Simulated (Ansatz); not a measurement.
# CH₅ClO₂Si₂: geometry relaxation (part 1 of 2)

- system: CH₅ClO₂Si₂, SMILES [SiH3]O[Si]1(Cl)CO1
- method: RKS PBE0-D4/def2-TZVP (Ansatz 0.2.0)

The geometry: PBE-D4/def2-SVP start. Figures and captions count atoms from 1; the log counts them from 0 in places.

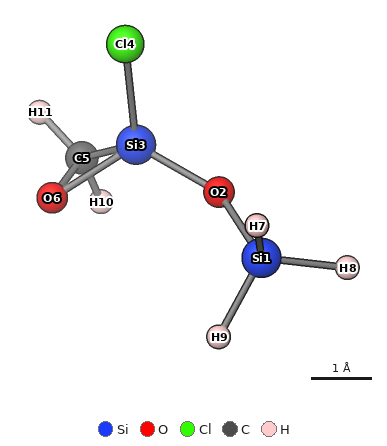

Fig. 1: The input geometry (ball-and-stick view, seen at a tilt; atoms are numbered from 1 in the order of the input).

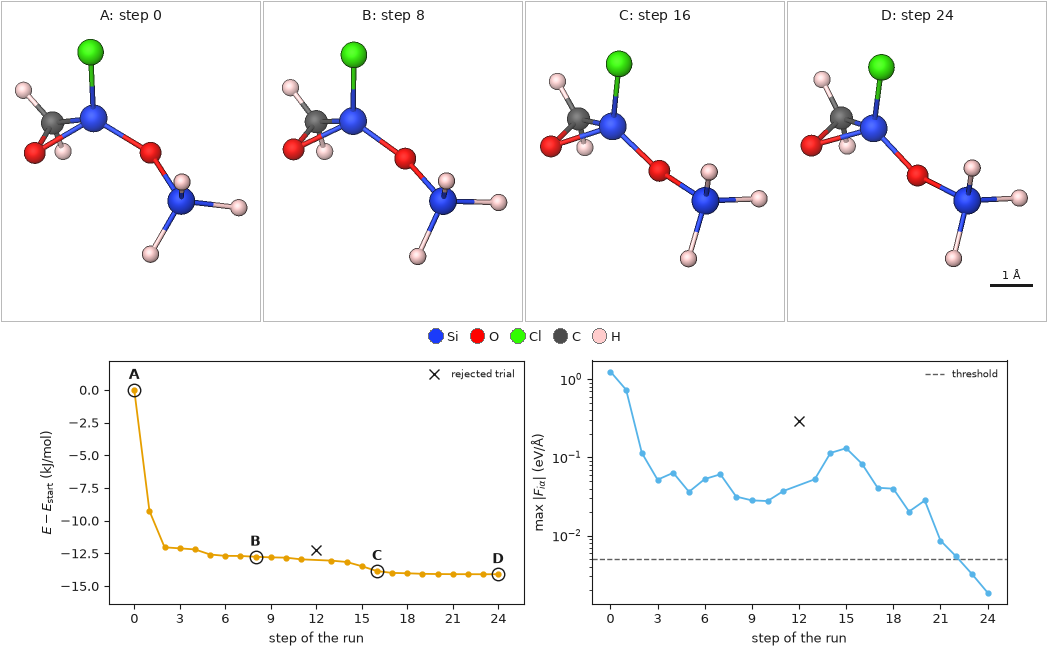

Fig. 2: Frames of the relaxation (ball-and-stick view, seen at a tilt) above the curves, on which the letters mark them (the first geometry is step 0 here and step 1 in the log).

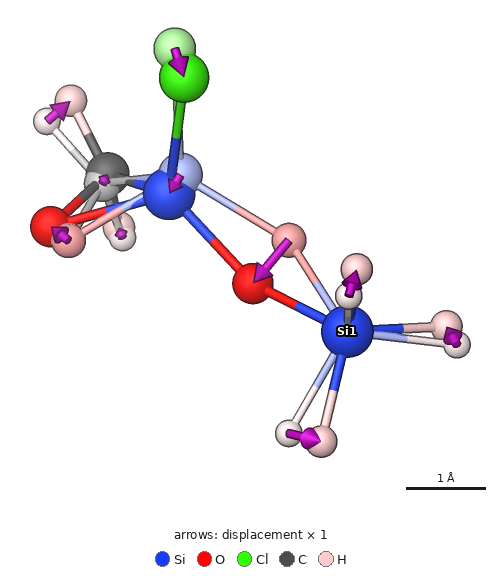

Fig. 3: Start (faint) and end (solid) with the displacements as pink arrows, at true length (ball-and-stick view, seen at a tilt). The two geometries are laid on each other by the best rigid fit. The energy falls by 14.1 kJ/mol in 24 geometry steps. Largest force component: 1.3 eV/Å at the start, 0.0019 eV/Å at the end. The line search rejected the trial step at point 12 (counted from 0) and went back. The largest move after the best rigid fit is that of O2, 0.72 Å. Largest moves by element: O 0.72 Å, H 0.64 Å, Cl 0.40 Å, Si 0.28 Å, C 0.15 Å. Among the contacts that change: Si3–O6 1.677 → 1.627 Å, O2–Si3 1.642 → 1.601 Å, Si1–O2 1.688 → 1.648 Å, Si3–Cl4 2.056 → 2.028 Å. Among the angles that change: Si1–O2–Si3 144.9° → 150.2°. (Atoms are counted from 1 in the order of the input.)

These pictures come from the run below.

### Input file
```yaml
crystal:
  periodic: [false, false, false]
  atoms:
    - {symbol: Si, position_ang: [0.229665, 0.007601, -2.263902]}
    - {symbol: O, position_ang: [-0.472682, -0.121995, -0.733980]}
    - {symbol: Si, position_ang: [-0.401828, 0.388278, 0.824617]}
    - {symbol: Cl, position_ang: [-1.380312, 2.188440, 0.995201]}
    - {symbol: C, position_ang: [-0.053215, -0.682805, 2.241814]}
    - {symbol: O, position_ang: [1.033798, 0.223465, 1.675723]}
    - {symbol: H, position_ang: [0.148400, 1.431329, -2.736885]}
    - {symbol: H, position_ang: [-0.541596, -0.887953, -3.185214]}
    - {symbol: H, position_ang: [1.665037, -0.430904, -2.196531]}
    - {symbol: H, position_ang: [0.180765, -1.759600, 2.123742]}
    - {symbol: H, position_ang: [-0.342532, -0.413055, 3.276114]}
basis:
  gaussian: {orbitals: def2-TZVP}
hamiltonian: {xc: pbe0, dispersion: d4}
relax: {f_tol: 0.005, max_steps: 150}
```

Launch command:
```bash
ansatz run in.yaml --threads 4 --pin off --events-out ev --progress --plain --max-ram 10444MiB
```

### The program's output
```
Functional definition: PBE0
  name "PBE0"
  cite "Adamo & Barone, J. Chem. Phys. 110, 6158 (1999) doi:10.1063/1.478522"
  cite "Perdew, Burke & Ernzerhof, Phys. Rev. Lett. 77, 3865 (1996) doi:10.1103/PhysRevLett.77.3865"
  parent pbe
  parameter a = 0.25
  parameter kappa = 0.804
  parameter beta = 0.06672455060314922
  exchange = (1 - a)*pbe_x(kappa = kappa, mu = beta*pi^2/3) + a*exact_x
  correlation = pbe_c(beta = beta)
1506 factors; their error is unknown
mean field evaluation 1: about -33471.4660 eV, gradient 7.0e1 eV
mean field evaluation 2: about -33454.8450 eV, gradient 1.2e2 eV
mean field evaluation 4: about -33480.0903 eV, gradient 7.8e0 eV
mean field evaluation 8: about -33480.1996 eV, gradient 1.9e-1 eV
mean field evaluation 16: about -33480.3070 eV, gradient 2.5e-4 eV
mean field -33480.30702158 eV, -1230.3785892757 hartree, gradient 3.1e-5 eV, S^2 0.000000; 0 other end points of the search recorded, 0 dependent functions left out
the calculation of the forces begins
reference -33480.30705887 eV, -1230.3785906462 hartree; 36, 36 occupied and 198, 198 virtual orbitals, 1506 factors
relax step   1: F+E_penalty+E_count = -33480.56619960 eV  Δ(F+E_penalty+E_count) = +0.000e0 eV  max|allowed force component| = 1.257e0 eV/Å  Δτ_max = 0.0000 Å  (29 SCF iters, accepted)
these checks for a lower state are left out or cut short: starts, cluster_reference, orbital_swaps, neighbouring_geometries, increment
1506 factors; their error is unknown
mean field -33480.40071050 eV, -1230.3820322801 hartree, gradient 2.1e-5 eV, S^2 0.000000; 0 other end points of the search recorded, 0 dependent functions left out
[... from here on the field's lines of each further geometry are left out, up to the last ...]
relax step   2: F+E_penalty+E_count = -33480.66203249 eV  Δ(F+E_penalty+E_count) = -9.583e-2 eV  max|allowed force component| = 7.350e-1 eV/Å  Δτ_max = 0.0459 Å  (32 SCF iters, accepted)
relax step   3: F+E_penalty+E_count = -33480.69087484 eV  Δ(F+E_penalty+E_count) = -2.884e-2 eV  max|allowed force component| = 1.143e-1 eV/Å  Δτ_max = 0.0279 Å  (33 SCF iters, accepted)
relax step   4: F+E_penalty+E_count = -33480.69170729 eV  Δ(F+E_penalty+E_count) = -8.325e-4 eV  max|allowed force component| = 5.183e-2 eV/Å  Δτ_max = 0.0064 Å  (34 SCF iters, accepted)
relax step   5: F+E_penalty+E_count = -33480.69254441 eV  Δ(F+E_penalty+E_count) = -8.371e-4 eV  max|allowed force component| = 6.360e-2 eV/Å  Δτ_max = 0.0133 Å  (34 SCF iters, accepted)
relax step   6: F+E_penalty+E_count = -33480.69658050 eV  Δ(F+E_penalty+E_count) = -4.036e-3 eV  max|allowed force component| = 3.624e-2 eV/Å  Δτ_max = 0.0896 Å  (31 SCF iters, accepted)
relax step   7: F+E_penalty+E_count = -33480.69765489 eV  Δ(F+E_penalty+E_count) = -1.074e-3 eV  max|allowed force component| = 5.286e-2 eV/Å  Δτ_max = 0.0583 Å  (31 SCF iters, accepted)
relax step   8: F+E_penalty+E_count = -33480.69771743 eV  Δ(F+E_penalty+E_count) = -6.254e-5 eV  max|allowed force component| = 6.083e-2 eV/Å  Δτ_max = 0.0421 Å  (31 SCF iters, accepted)
relax step   9: F+E_penalty+E_count = -33480.69837298 eV  Δ(F+E_penalty+E_count) = -6.556e-4 eV  max|allowed force component| = 3.154e-2 eV/Å  Δτ_max = 0.0225 Å  (33 SCF iters, accepted)
relax step  10: F+E_penalty+E_count = -33480.69883446 eV  Δ(F+E_penalty+E_count) = -4.615e-4 eV  max|allowed force component| = 2.818e-2 eV/Å  Δτ_max = 0.0074 Å  (34 SCF iters, accepted)
relax step  11: F+E_penalty+E_count = -33480.69907666 eV  Δ(F+E_penalty+E_count) = -2.422e-4 eV  max|allowed force component| = 2.764e-2 eV/Å  Δτ_max = 0.0119 Å  (34 SCF iters, accepted)
relax step  12: F+E_penalty+E_count = -33480.70040737 eV  Δ(F+E_penalty+E_count) = -1.331e-3 eV  max|allowed force component| = 3.713e-2 eV/Å  Δτ_max = 0.0909 Å  (30 SCF iters, accepted)
relax step  13: F+E_penalty+E_count = -33480.69261469 eV  Δ(F+E_penalty+E_count) = +7.793e-3 eV  max|allowed force component| = 2.948e-1 eV/Å  Δτ_max = 0.1974 Å  (39 SCF iters, rejected (line search))
relax step  14: F+E_penalty+E_count = -33480.70143642 eV  Δ(F+E_penalty+E_count) = -1.029e-3 eV  max|allowed force component| = 5.247e-2 eV/Å  Δτ_max = 0.0306 Å  (33 SCF iters, accepted)
relax step  15: F+E_penalty+E_count = -33480.70248491 eV  Δ(F+E_penalty+E_count) = -1.048e-3 eV  max|allowed force component| = 1.141e-1 eV/Å  Δτ_max = 0.0977 Å  (30 SCF iters, accepted)
relax step  16: F+E_penalty+E_count = -33480.70582957 eV  Δ(F+E_penalty+E_count) = -3.345e-3 eV  max|allowed force component| = 1.312e-1 eV/Å  Δτ_max = 0.0751 Å  (30 SCF iters, accepted)
relax step  17: F+E_penalty+E_count = -33480.70971101 eV  Δ(F+E_penalty+E_count) = -3.881e-3 eV  max|allowed force component| = 8.315e-2 eV/Å  Δτ_max = 0.0753 Å  (30 SCF iters, accepted)
relax step  18: F+E_penalty+E_count = -33480.71114779 eV  Δ(F+E_penalty+E_count) = -1.437e-3 eV  max|allowed force component| = 4.092e-2 eV/Å  Δτ_max = 0.0508 Å  (32 SCF iters, accepted)
relax step  19: F+E_penalty+E_count = -33480.71145443 eV  Δ(F+E_penalty+E_count) = -3.066e-4 eV  max|allowed force component| = 3.981e-2 eV/Å  Δτ_max = 0.0572 Å  (32 SCF iters, accepted)
relax step  20: F+E_penalty+E_count = -33480.71187763 eV  Δ(F+E_penalty+E_count) = -4.232e-4 eV  max|allowed force component| = 2.027e-2 eV/Å  Δτ_max = 0.0090 Å  (33 SCF iters, accepted)
relax step  21: F+E_penalty+E_count = -33480.71206301 eV  Δ(F+E_penalty+E_count) = -1.854e-4 eV  max|allowed force component| = 2.809e-2 eV/Å  Δτ_max = 0.0339 Å  (32 SCF iters, accepted)
relax step  22: F+E_penalty+E_count = -33480.71215324 eV  Δ(F+E_penalty+E_count) = -9.024e-5 eV  max|allowed force component| = 8.618e-3 eV/Å  Δτ_max = 0.0063 Å  (34 SCF iters, accepted)
relax step  23: F+E_penalty+E_count = -33480.71218371 eV  Δ(F+E_penalty+E_count) = -3.047e-5 eV  max|allowed force component| = 5.394e-3 eV/Å  Δτ_max = 0.0057 Å  (34 SCF iters, accepted)
relax step  24: F+E_penalty+E_count = -33480.71221247 eV  Δ(F+E_penalty+E_count) = -2.876e-5 eV  max|allowed force component| = 3.222e-3 eV/Å  Δτ_max = 0.0152 Å  (33 SCF iters, accepted)
the calculation of the forces begins
reference -33480.44899447 eV, -1230.3838066834 hartree; 36, 36 occupied and 198, 198 virtual orbitals, 1506 factors
relax step  25: F+E_penalty+E_count = -33480.71221667 eV  Δ(F+E_penalty+E_count) = -4.195e-6 eV  max|allowed force component| = 1.856e-3 eV/Å  Δτ_max = 0.0067 Å  (34 SCF iters, accepted)
1506 factors; their error is unknown
mean field evaluation 192: about -33456.5249 eV, gradient 1.1e2 eV
mean field -33480.44895770 eV, -1230.3838053320 hartree, gradient 7.7e-5 eV, S^2 0.000000; 1 other end points of the search recorded, 0 dependent functions left out
the calculation of the forces begins
reference -33480.44899447 eV, -1230.3838066834 hartree; 36, 36 occupied and 198, 198 virtual orbitals, 1506 factors
Total energy: -33480.71225344 eV, -1230.3934812721 hartree
Atom 0 at     0.236213     0.043134    -2.280671 Å, force    -0.000056    -0.001220     0.000567 eV/Å
Atom 1 at     0.244352    -0.172640    -0.647186 Å, force    -0.001102     0.000343    -0.000879 eV/Å
Atom 2 at    -0.124756     0.340592     0.823246 Å, force     0.000499    -0.000587    -0.000087 eV/Å
Atom 3 at    -1.139168     2.091023     0.688074 Å, force    -0.000295     0.000632    -0.000206 eV/Å
Atom 4 at    -0.199586    -0.699948     2.269679 Å, force    -0.000253     0.001856     0.000851 eV/Å
Atom 5 at     0.983435     0.216874     2.008144 Å, force     0.000699    -0.000386    -0.000143 eV/Å
Atom 6 at    -0.210968     1.419429    -2.604524 Å, force    -0.000665    -0.000826     0.000481 eV/Å
Atom 7 at    -0.691108    -0.947962    -2.876505 Å, force     0.001337     0.001552     0.000479 eV/Å
Atom 8 at     1.612986    -0.180724    -2.778674 Å, force    -0.000055     0.000189    -0.000359 eV/Å
Atom 9 at     0.092212    -1.747372     2.247557 Å, force     0.000112    -0.001427     0.000127 eV/Å
Atom 10 at    -0.738111    -0.419605     3.171559 Å, force    -0.000221    -0.000125    -0.000831 eV/Å
Dipole moment:    -0.234732    -0.190820    -0.293184 e Å
```

### Trajectory as extended XYZ (Å, eV, eV/Å), 20 of the 25 frames kept, from step=1 to step=25
```
11
Properties=species:S:1:pos:R:3:forces:R:3 step=1 energy=-33480.56620
Si    0.2297    0.0076   -2.2639   -0.2441  -0.0327   0.6276
O    -0.4727   -0.1220   -0.7340    0.4624   0.4889   0.3164
Si   -0.4018    0.3883    0.8246    0.8587  -0.3480  -0.1917
Cl   -1.3803    2.1884    0.9952    0.3103  -0.5724  -0.0628
C    -0.0532   -0.6828    2.2418   -0.0711  -0.0025  -0.0412
O     1.0338    0.2235    1.6757   -1.2571  -0.0647  -0.4710
H     0.1484    1.4313   -2.7369    0.0108  -0.3254   0.1372
H    -0.5416   -0.8880   -3.1852    0.1414   0.1922   0.2441
H     1.6650   -0.4309   -2.1965   -0.3492   0.1097   0.0107
H     0.1808   -1.7596    2.1237   -0.0790   0.6623   0.0379
H    -0.3425   -0.4131    3.2761    0.2169  -0.1075  -0.6072
11
Properties=species:S:1:pos:R:3:forces:R:3 step=2 energy=-33480.66203
Si    0.2297    0.0100   -2.2435   -0.2479  -0.0613   0.5055
O    -0.4673   -0.1216   -0.7301    0.2965   0.2763   0.1726
Si   -0.3963    0.3836    0.8108    0.7210  -0.4729  -0.1002
Cl   -1.3579    2.1540    0.9748   -0.0153   0.0183   0.0046
C    -0.0631   -0.6793    2.2196   -0.0023   0.0540  -0.0777
O     1.0212    0.2201    1.6572   -0.7350   0.0306  -0.3673
H     0.1461    1.4220   -2.7025    0.0094  -0.0734   0.0184
H    -0.5442   -0.8788   -3.1456    0.0492   0.0509   0.0335
H     1.6496   -0.4231   -2.1687   -0.0762   0.0274  -0.0157
H     0.1826   -1.7388    2.1067   -0.0403   0.1874   0.0067
H    -0.3349   -0.4054    3.2422    0.0409  -0.0376  -0.1804
11
Properties=species:S:1:pos:R:3:forces:R:3 step=4 energy=-33480.69171
Si    0.2246    0.0074   -2.2189   -0.0298  -0.0200  -0.0079
O    -0.4516   -0.1185   -0.7185    0.0518   0.0419   0.0006
Si   -0.3814    0.3816    0.8032   -0.0044  -0.0264   0.0167
Cl   -1.3527    2.1501    0.9677   -0.0031  -0.0008  -0.0031
C    -0.0686   -0.6793    2.2019   -0.0406  -0.0198   0.0155
O     1.0097    0.2230    1.6398    0.0280   0.0315  -0.0171
H     0.1411    1.4139   -2.6819   -0.0006   0.0030  -0.0021
H    -0.5441   -0.8779   -3.1224   -0.0034  -0.0017  -0.0028
H     1.6423   -0.4209   -2.1579    0.0047  -0.0014  -0.0035
H     0.1838   -1.7310    2.0888    0.0006  -0.0049  -0.0001
H    -0.3376   -0.4055    3.2190   -0.0032  -0.0016   0.0037
11
Properties=species:S:1:pos:R:3:forces:R:3 step=5 energy=-33480.69254
Si    0.2245    0.0080   -2.2232   -0.0126  -0.0126  -0.0144
O    -0.4401   -0.1147   -0.7179    0.0510   0.0411   0.0437
Si   -0.3757    0.3816    0.8065   -0.0489  -0.0044  -0.0636
Cl   -1.3524    2.1486    0.9673    0.0048  -0.0130  -0.0008
C    -0.0731   -0.6807    2.2056    0.0071  -0.0264   0.0282
O     1.0099    0.2245    1.6493    0.0284   0.0066   0.0099
H     0.1375    1.4141   -2.6890   -0.0005  -0.0093   0.0035
H    -0.5483   -0.8791   -3.1229   -0.0008   0.0048   0.0129
H     1.6437   -0.4199   -2.1711   -0.0113   0.0035  -0.0038
H     0.1840   -1.7319    2.0936   -0.0099   0.0131  -0.0009
H    -0.3447   -0.4077    3.2226   -0.0075  -0.0033  -0.0145
```
